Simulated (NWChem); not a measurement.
# BCNClOF (SMILES O=C=NB(F)Cl): levels of theory compared

Wanted: a comparison of 4 runs (HF/STO-3G, HF/3-21G, B3LYP/6-31G*) of BCNClOF. 

Program for the calculation: NWChem 7.3.0.

### Step 1. The structure to begin with

The species is BCNClOF (6 atoms), meant as a singlet with charge 0. As SMILES, `O=C=NB(F)Cl`. The shape is that of a PBE0-D4/def2-TZVP optimisation. This is one conformer, not always the lowest.

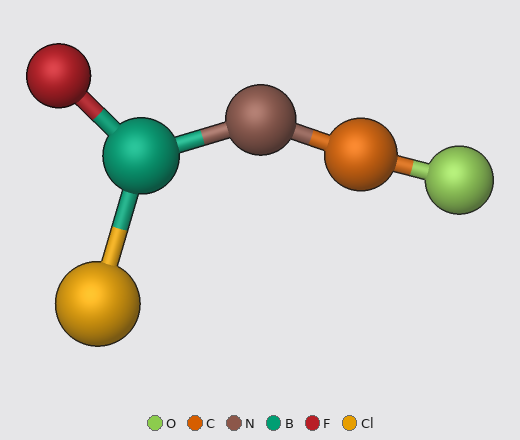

Viewed from a chosen angle; oxygen green, carbon orange, nitrogen brown, boron teal, fluorine red, chlorine amber.

### Step 2. Energy and forces at HF/STO-3G (run 1)

The input, m1.nw:

```
START m1
TITLE "CBClFNO gradient"
memory 2200 mb
charge 0

GEOMETRY units angstrom noautosym nocenter noautoz
   O     -1.302300    -2.201900     0.522300
   C     -0.638500    -1.256000     0.487600
   N      0.081500    -0.292400     0.538600
   B      0.530100     0.836400    -0.179100
   F      1.398800     1.646900     0.382500
   Cl    -0.027600     1.203000    -1.798000
END

BASIS spherical bse
   * library STO-3G
END

SCF
   thresh 1e-08
   maxiter 80
END

TASK scf gradient
```

The run is started by

```sh
$ nwchem m1.nw > m1.out
```

Output:

```text
[...]
  functions       =    34
[...]
  wavefunction    = RHF
[...]
         Total SCF energy =   -742.091267402102
      One-electron energy =  -1500.840485165376
      Two-electron energy =    520.421920726893
 Nuclear repulsion energy =    238.327297036381
        Time for solution =      1.6s
[...]
                         RHF ENERGY GRADIENTS
    atom               coordinates                        gradient
                 x          y          z           x          y          z
   1 O      -2.460990  -4.160988   0.987004    0.036394   0.054015  -0.004951
   2 C      -1.206590  -2.373496   0.921430   -0.010688  -0.020263   0.007691
   3 N       0.154013  -0.552556   1.017806   -0.022985  -0.033535   0.002310
   4 B       1.001744   1.580567  -0.338450   -0.026900  -0.005794  -0.044779
   5 F       2.643349   3.112190   0.722820    0.013236   0.011104   0.010327
   6 Cl     -0.052156   2.273340  -3.397727    0.010944  -0.005527   0.029402
[...]
```

Wall time 3.3 s (1 thread of AMD EPYC 9R45 (Zen 5), shared host); peak memory 0.099 GiB.

### Step 3. Energy and gradient at HF/3-21G (run 2)

The input, cbclfno.nw:

```
start cbclfno
memory total 2200 mb

geometry units angstrom noautosym nocenter noautoz
  O     -1.302300    -2.201900     0.522300
  C     -0.638500    -1.256000     0.487600
  N      0.081500    -0.292400     0.538600
  B      0.530100     0.836400    -0.179100
  F      1.398800     1.646900     0.382500
  Cl    -0.027600     1.203000    -1.798000
end

basis spherical bse
  * library 3-21G
end

scf
  singlet
  rhf
  thresh 1e-08
  maxiter 80
end

task scf gradient
```

The run is started by

```sh
$ nwchem cbclfno.nw > cbclfno.out
```

Output:

```text
[...]
  functions       =    58
[...]
  wavefunction    = RHF
[...]
         Total SCF energy =   -747.143346008627
      One-electron energy =  -1503.791012996302
      Two-electron energy =    518.320369951294
 Nuclear repulsion energy =    238.327297036381
        Time for solution =      1.8s
[...]
                         RHF ENERGY GRADIENTS
    atom               coordinates                        gradient
                 x          y          z           x          y          z
   1 O      -2.460990  -4.160988   0.987004   -0.000018   0.000008  -0.000037
   2 C      -1.206590  -2.373496   0.921430   -0.012288  -0.011685  -0.007638
   3 N       0.154013  -0.552556   1.017806    0.019328   0.018234   0.012200
   4 B       1.001744   1.580567  -0.338450    0.002476   0.015144  -0.016604
   5 F       2.643349   3.112190   0.722820   -0.017228  -0.017346  -0.009330
   6 Cl     -0.052156   2.273340  -3.397727    0.007731  -0.004355   0.021410
[...]
```

Wall time 3.6 s (1 thread of AMD EPYC 9R45 (Zen 5), shared host); peak memory 0.1 GiB.

Run 3 isn't shown in full; the table further down has it.

### Step 4. Energy and forces at B3LYP/6-31G(d) (Cartesian functions) (run 4)

The input, calc.nw:

```
start calc
memory stack 880 mb heap 220 mb global 1100 mb
geometry units angstrom noautosym nocenter noautoz
  O       -1.302300      -2.201900       0.522300
  C       -0.638500      -1.256000       0.487600
  N        0.081500      -0.292400       0.538600
  B        0.530100       0.836400      -0.179100
  F        1.398800       1.646900       0.382500
  Cl      -0.027600       1.203000      -1.798000
end
basis cartesian
  * library 6-31G*
end
dft
  xc b3lyp
  grid fine
  convergence energy 1e-08
  maxiter 100
  mulliken
  noprint "final vectors analysis"
end
task dft gradient
```

The run is started by

```sh
$ nwchem calc.nw > calc.out
```

Output:

```text
[...]
          Wavefunction type:  closed shell.
          No. of atoms     :     6
          No. of electrons :    52
[...]
          Charge           :     0
          Spin multiplicity:     1
[...]
          AO basis - number of functions:    94
[...]
              XC Information
              --------------
                         B3LYP Method XC Potential
                     Hartree-Fock (Exact) Exchange  0.200
                        Slater Exchange Functional  0.800 local
                    Becke 1988 Exchange Functional  0.720 non-local
              Lee-Yang-Parr Correlation Functional  0.810
                  VWN I RPA Correlation Functional  0.190 local
[...]
 d= 0,ls=0.0,diis     1   -752.9565835666 -9.91D+02  1.71D-02  1.51D+00     1.3
[...]
 d= 0,ls=0.0,diis    11   -753.1164624867 -8.68D-09  2.95D-07  1.31D-09    11.3
         Total DFT energy =     -753.116462486728
      One electron energy =    -1509.883457495844
           Coulomb energy =      582.210296880147
    Exchange-Corr. energy =      -63.770598907411
 Nuclear repulsion energy =      238.327297036381
[...]
      Total Density - Mulliken Population Analysis
     ---------------------------------------------
    Atom       Charge   Shell Charges
 -----------   ------   -------------------------------------------------------
    1 O    8     8.36   1.99  0.92  2.87  0.99  1.57  0.01
    2 C    6     5.36   1.99  0.74  1.97  0.17  0.44  0.05
    3 N    7     7.38   1.99  0.77  2.55  0.86  1.22 -0.02
    4 B    5     4.60   1.99  0.55  1.41  0.18  0.32  0.15
    5 F    9     9.17   1.99  0.96  3.33  0.86  1.93  0.08
    6 Cl  17    17.14   2.00  1.99  5.97  1.46  3.65  0.54  1.56 -0.03
[...]
  wavefunction    = closed shell
                         DFT ENERGY GRADIENTS
    atom               coordinates                        gradient
                 x          y          z           x          y          z
   1 O      -2.460990  -4.160988   0.987004    0.016516   0.023969  -0.001471
   2 C      -1.206590  -2.373496   0.921430   -0.005451  -0.008648   0.001524
   3 N       0.154013  -0.552556   1.017806   -0.008853  -0.011451  -0.001186
   4 B       1.001744   1.580567  -0.338450   -0.001012   0.002010  -0.004847
   5 F       2.643349   3.112190   0.722820   -0.004017  -0.003930  -0.002337
   6 Cl     -0.052156   2.273340  -3.397727    0.002817  -0.001950   0.008317
[...]
```

It took 20 s on 1 thread of AMD EPYC 9R45 (Zen 5), shared host; peak memory 0.12 GiB.

### Step 5. The series

```tsv
run	level	iteration cap	module	energy (Eh)	dipole moment (D)	largest force (eV/Å)	wall time
1	HF/STO-3G	80	scf	-742.091267	1.16	3.359	3.3 s
2	HF/3-21G	80	scf	-747.143346	0.65	1.504	3.6 s
3	B3LYP/6-31G* (spherical functions)	100	dft	-753.108355	–	1.542	27 s
4	B3LYP/6-31G* (Cartesian functions)	100	dft	-753.116462	0.21	1.499	20 s
```

### Step 6. What came out

| quantity | value |
| --- | --- |
| run 4: total energy | -753.11646 Eh |
| run 4: dipole moment | 0.21 D |
| run 4: largest force on an atom | 1.499 eV/Å |

In words: Over runs 1, 2, 4 the dipole moment (its size) runs from 0.21 D (B3LYP/6-31G*) to 1.16 D (HF/STO-3G). The two ends differ in method and basis. In run 1 the basis is minimal, so the values are rough. All runs together took 54 s, the longest 27 s.
